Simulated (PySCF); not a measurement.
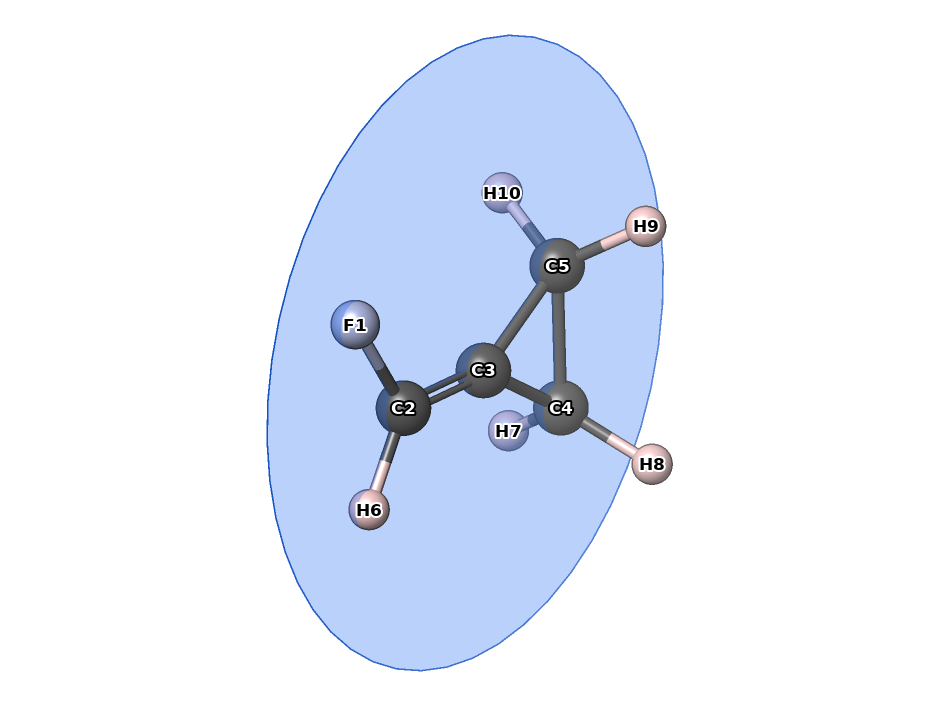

A disc through the centre of mass is drawn in. Atoms fade into the background with distance from the viewer. The geometry was computed by an optimisation with PBE0-D3(BJ)/def2-SVP. No frequency run is at hand to confirm it as a minimum.

**Is the plane of the disc a mirror plane of the structure?**

Yes. The reflection leaves F1, C2, C3, C4, C5, H6 in place and moves H7 ↔ H8; H9 ↔ H10. The point group is Cs.
